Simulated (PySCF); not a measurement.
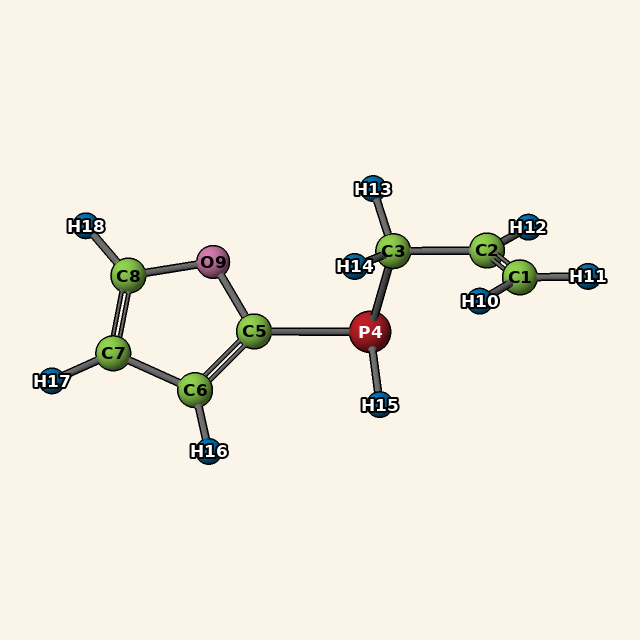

The questions are on isotropic NMR shieldings of the H atoms. Computed geometry: GFN2-xTB optimisation. No frequency run is at hand to confirm it as a minimum. Properties computed with GIAO PBE0/pcSseg-1 NMR shielding, non-relativistic, gas phase (PySCF 2.14.0).

Which H atom is the most shielded (lowest chemical shift)?

H13 (28.87 ppm).

Which H atom is the least shielded (highest chemical shift)?

H18 (24.03 ppm).

How wide is the range of H shifts?

4.84 ppm.

List the isotropic NMR shieldings of the H atoms.

```json
{"atom": "H10", "σ (ppm)": "26.23"}
{"atom": "H11", "σ (ppm)": "26.37"}
{"atom": "H12", "σ (ppm)": "25.40"}
{"atom": "H13", "σ (ppm)": "28.87"}
{"atom": "H14", "σ (ppm)": "28.83"}
{"atom": "H15", "σ (ppm)": "27.68"}
{"atom": "H16", "σ (ppm)": "24.88"}
{"atom": "H17", "σ (ppm)": "25.09"}
{"atom": "H18", "σ (ppm)": "24.03"}
```

The geometry is semi-empirical. Around P such bond lengths and angles can be off by a tenth of an ångström or more and by several degrees, and values that hang on the shape move with them.
